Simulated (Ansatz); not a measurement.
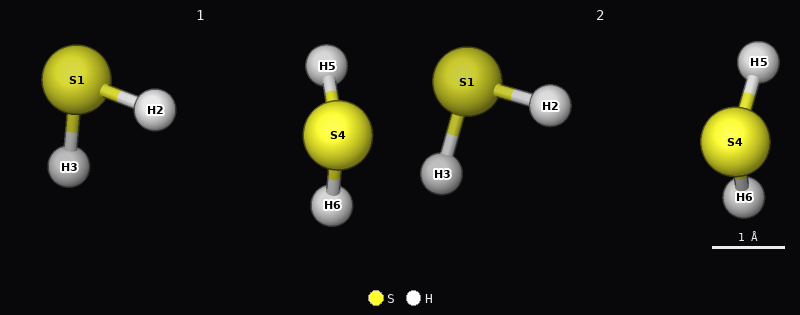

Two geometries of H$_{4}$S$_{2}$, drawn at one scale. One is the start of a relaxation, the other its converged end. Style: ball-and-stick. Shown at a tilt.

The calculation used Ansatz 0.2.0, RKS PBE0-D4/def2-TZVP. Settings: force threshold 0.005 eV/Å; at most 200 steps.

**Which geometry has the lower energy?**

Structure 2 is the relaxed one. The largest move after the best rigid fit is that of H5, 0.52 Å. Largest moves by element: H 0.52 Å, S 0.22 Å. Some distances before and after: S1–H2 1.370 → 1.347 Å, S1–H3 1.360 → 1.341 Å. The energy falls by 0.032 eV in 26 accepted moves (35 points after the start). The largest force component goes from 0.66 to 0.0036 eV/Å. The line search rejected the trial steps at points 5, 14, 17, 19, 25, 28, 31, 33 and more of the run. The forces were under the threshold at step 8, but the run went on from there. Cost: 29 s on 2 threads of Arm Neoverse V2, with other jobs on the host.

Limits of the set-up: the start holds two separate molecules, 2.5 Å apart at their closest, whose relative position is a soft coordinate.
